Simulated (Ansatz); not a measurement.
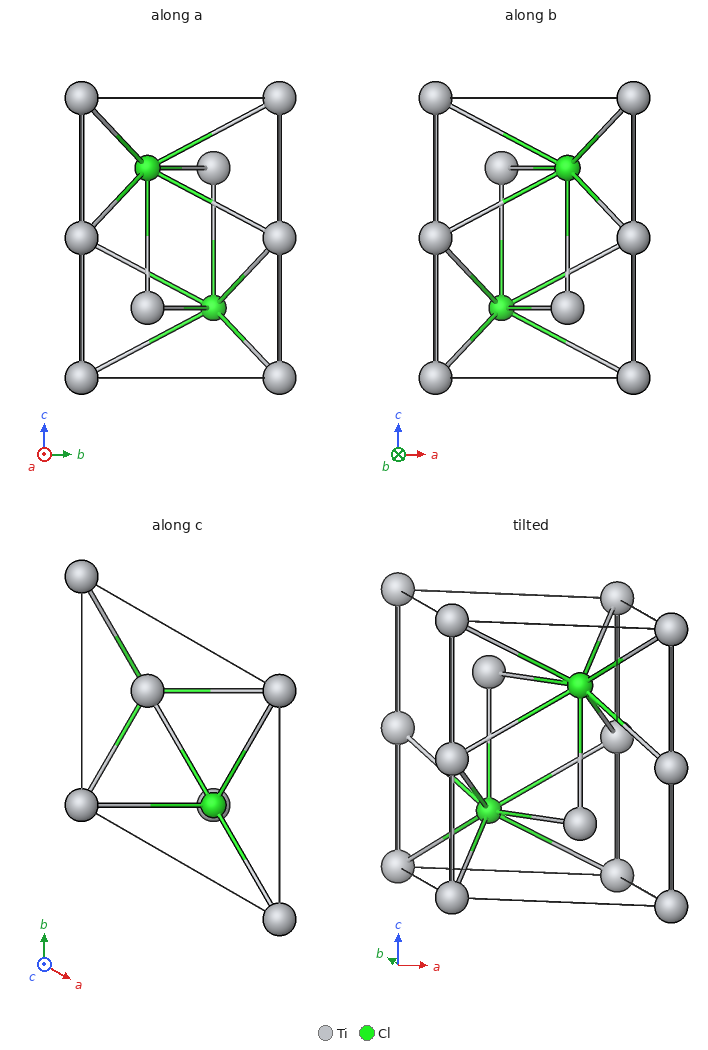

Drawn in the ball-and-stick manner and seen along the a axis, along the b axis, along the c axis and slightly off an axis. One conventional unit cell is framed, with atoms on its boundary repeated.

Lattice parameters: a = 4.7211 Å, b = 4.7211 Å, c = 5.7834 Å, α = 90.000°, β = 90.000°, γ = 120.000°.

Transcribe the picture into a CIF with its space group and independent sites.

Answer.
```cif
data_structure
_symmetry_space_group_name_H-M 'P 63/m m c'
_symmetry_Int_Tables_number 194
_cell_length_a 4.7211
_cell_length_b 4.7211
_cell_length_c 5.7834
_cell_angle_alpha 90.000
_cell_angle_beta 90.000
_cell_angle_gamma 120.000
_cell_volume 111.63
loop_
_atom_site_label
_atom_site_type_symbol
_atom_site_symmetry_multiplicity
_atom_site_Wyckoff_symbol
_atom_site_fract_x
_atom_site_fract_y
_atom_site_fract_z
_atom_site_occupancy
Ti1 Ti 2 d 0.3333 0.6667 0.7500 1
Cl1 Cl 2 c 0.3333 0.6667 0.2500 1
Ti2 Ti 2 a 0.0000 0.0000 0.0000 1
```

Note that this is a generated cell, made by putting these elements into a known structure type (the compound may or may not exist in this form), and that it hasn't been relaxed. A calculation with Ansatz used it as input.

At this level of theory the cell isn't at rest (stretched, at -8 GPa), so its distances can differ from those at equilibrium, the more so the softer the solid.
